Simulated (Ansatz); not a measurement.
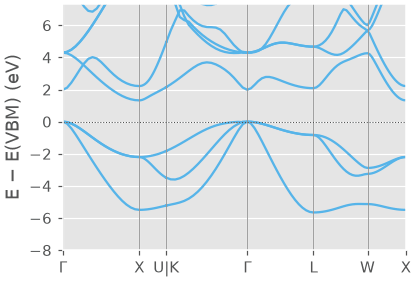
Figure: Band structure from LDA in the plane-wave PAW code Ansatz

**Question.** Read off the gap and where the band edges lie.

**Answer.** About 1.3 eV (1.32 eV by a search for the band edges); maximum at Γ, minimum at X.

**Question.** Which compound is it?
(A) ZnS, zinc blende
(B) AlN, zinc blende
(C) GaN, zinc blende
(D) AlAs, zinc blende

**Answer.** D, AlAs, zinc blende

Space group F-43m (zinc blende). Symmetry was held in the LDA relaxation. Scalar-relativistic: spin–orbit coupling is off unless named, which matters more the heavier the elements.

Potentials: the earlier of the program's two PAW sets. The files were generated under PBE; for other functionals the program regenerates the frozen cores, and for LDA and PBEsol the local potential too.
